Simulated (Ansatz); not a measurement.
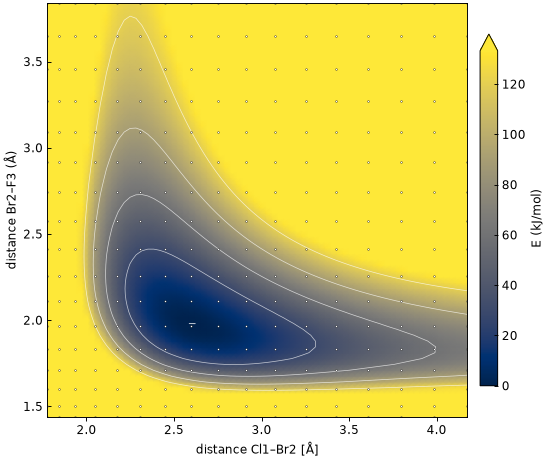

The system Cl⁻ + BrF. First axis: distance Cl1–Br2. Second axis: distance Br2–F3. Nothing is relaxed (the angle Cl1–Br2–F3 is fixed at 140 degrees). The grid has 17 × 17 points. Points are written as (first, second). All energies are given in kJ/mol relative to the lowest grid point. The reference is spin-restricted, so regions where a bond is pulled apart into radicals lie too high. The calculation used RKS PBE0-D4/def2-SVPD in Ansatz 0.2.0.

Drawn: a smooth colour map with a few white contour lines, dots at the grid points, one colour for all values above the top of the scale. Between grid points the surface is interpolated.

Question: Where is the minimum, and how stiff is the well along each coordinate?

Answer: The interpolated minimum is at distance Cl1–Br2 ≈ 2.609 Å, distance Br2–F3 ≈ 1.974 Å. The curvatures there are about 3.6 eV/Å² and 9.4 eV/Å², with a cross term of about 3.1 eV/Å². Round the minimum the valley is somewhat tilted: raising distance Cl1–Br2 shifts the best value of distance Br2–F3 downwards (coupling k₁₂/√(k₁₁k₂₂) about 0.5). (1 eV is 96.5 kJ/mol.)
